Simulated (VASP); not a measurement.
Input:

```
CELL_PARAMETERS angstrom
      4.15997     2.07692     2.07692
      2.07692     4.15997     2.07692
      2.07692     2.07692     4.15997
ATOMIC_POSITIONS crystal
  Ni 0.00000 0.00000 0.00000
  Ni 0.50000 0.50000 0.50000
  O  0.25000 0.25000 0.25000
  O  0.75000 0.75000 0.75000
```
Starting moments (μB, in the order of the record's atoms Ni Ni O O): 1.6 -1.6 0.0 0.0.

Computed with r2SCAN meta-GGA, VASP's PBE PAW potentials (set 64) (plane waves; VASP). Settings: 520 eV cut-off, 10×10×10 Γ-centred mesh, tetrahedra with Blöchl corrections, potentials Ni O.

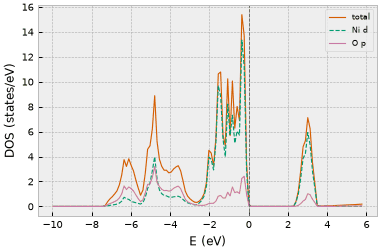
Fig. 1. Total and projected density of states, zero at the valence-band maximum

Within 2 eV below the valence-band maximum the largest weight inside VASP's projection spheres is Ni d.

The gap is indirect, 2.31 eV, from the valence maximum at (0.40, 0.40, 0.30) to the conduction minimum at (0.50, 0.30, 0.30).

The compound is NiO in the rock salt, AFM-II order structure. It was relaxed first.
